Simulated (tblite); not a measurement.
# C5H14AlClO: the cost of one run

The runs use tblite 0.8.0 and PySCF 2.14.0, with density-fitted response routines of our own; the level of theory stands in each step. All values are computed, except where a source is named. Atoms count from 0, in the outputs and in this text.

**1. The molecule as given**

22 atoms, charge 0, multiplicity 1; geometry from: force field or distance geometry start.

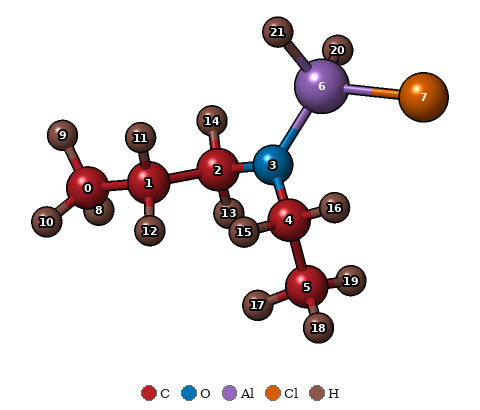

As it starts; carbon red, oxygen blue, aluminium purple, chlorine orange, hydrogen brown, atoms numbered.

**2. Relaxing the molecule with GFN2-xTB**

What the job is given:

```
{"job": {"kind": "relax", "xc": "GFN2-xTB", "basis": "xTB"}, "charge": 0, "multiplicity": 1}
C     -2.819900    -0.646100    -0.431200
C     -1.544000    -0.406200     0.277000
C     -0.502400     0.362600    -0.519500
O      0.651200     0.576900     0.131300
C      1.378900    -0.490300     0.566400
C      1.842400    -1.422200    -0.536200
Al     1.191900     2.229200     0.491500
Cl     3.312500     2.377600     1.129900
H     -2.735500    -0.769700    -1.530400
H     -3.555000     0.186100    -0.232300
H     -3.302200    -1.578500    -0.044800
H     -1.749300     0.208400     1.193100
H     -1.157600    -1.393400     0.645100
H     -0.260100    -0.205600    -1.466700
H     -0.972200     1.331700    -0.835400
H      0.763600    -1.097900     1.273500
H      2.290400    -0.160400     1.147800
H      0.938400    -1.926200    -0.951300
H      2.416400    -2.257700    -0.050000
H      2.457700    -0.919000    -1.311600
H      1.003200     3.260400    -0.712300
H      0.341200     2.759800     1.765100
```

Command:

```console
$ OMP_NUM_THREADS=1 python probes_run.py task.json out
```

This one command runs all jobs of the session in turn.

**Question.** How long does this first job take on 1 thread of Arm Neoverse V1, shared host, and how much memory does it need?

About 1.6 s, with a peak of 0.18 GiB.
